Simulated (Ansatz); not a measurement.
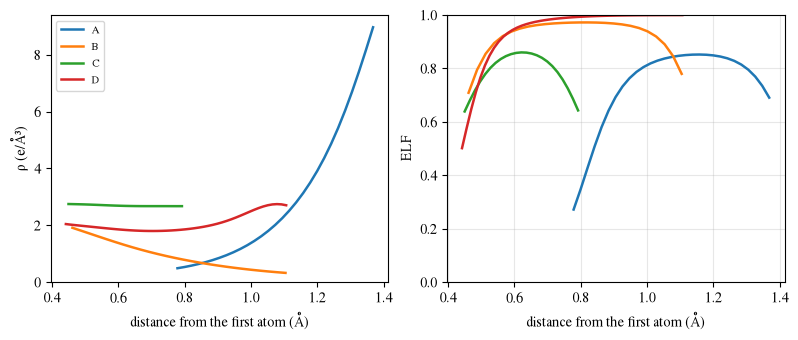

C3H3FLi (SMILES CC#[C][Li-][F]) (charge −1). Total electron density and ELF along straight lines between neighbouring atoms. The curves leave out the atomic cores.

Geometry: r2SCAN-D4/def2-SVPD.

Computed with isolated molecule in a Gaussian basis; Kohn-Sham density functional theory, functional PBE0 in Ansatz 0.2.0.

```xyz
8

C    -2.2958    2.1596   -1.2271
C    -1.4706    1.4303   -0.2669
C    -0.7687    0.8099    0.5498
F     1.3434   -1.0523    3.0089
Li    0.3920   -0.2138    1.9011
H    -3.2746    2.4527   -0.8028
H    -2.5126    1.5629   -2.1332
H    -1.8121    3.0922   -1.5739
```

> Which curve belongs to which contact (C–C, C–H, C–Li and Li–F)? The first atom named is at distance zero.

Curve A: Li–F (1.68 Å): the density is about 0.64 e/Å³ at the midpoint; the ELF peaks at about 0.85 in the valence shell of F, 0.5 Å from its nucleus, and falls to about 0.15 next to Li; a largely ionic contact. Curve B: C–Li (2.05 Å): ρ is about 0.4 e/Å³ halfway; the ELF peaks at about 1 in the valence shell of C, 0.8 Å from its nucleus, and is about 0.90 at the midpoint. Curve C: C–C (1.24 Å): the density is about 2.7 e/Å³ at the midpoint; the ELF peaks at about 0.85 between the atoms; a multiple bond. Curve D: C–H (1.11 Å): ρ is about 1.9 e/Å³ halfway; the ELF climbs to about 1 towards the hydrogen, as it does in any bond to H; an ordinary covalent bond to hydrogen.
